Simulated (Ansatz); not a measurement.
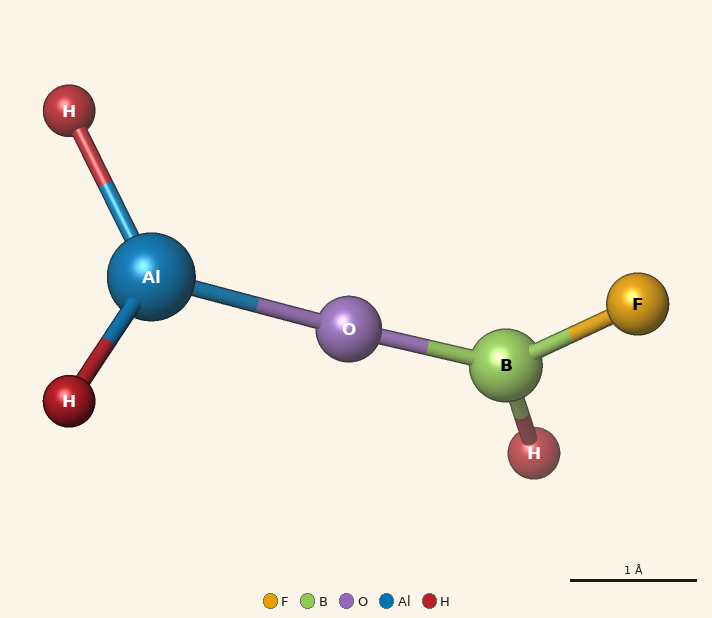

Distant atoms are faded towards the background colour. The geometry was computed by an optimisation with PBE-D4/def2-SVP. No frequency run is at hand to confirm it as a minimum. Masses are those of the most abundant isotopes; constants are for the rigid equilibrium geometry.

What kind of rotor is it, and what are its rotational constants in cm⁻¹?

Answer. An asymmetric top (Cs): A = 1.04, B = 0.0828, C = 0.0796 cm⁻¹. Ray's parameter κ is −0.99, close to the prolate limit.
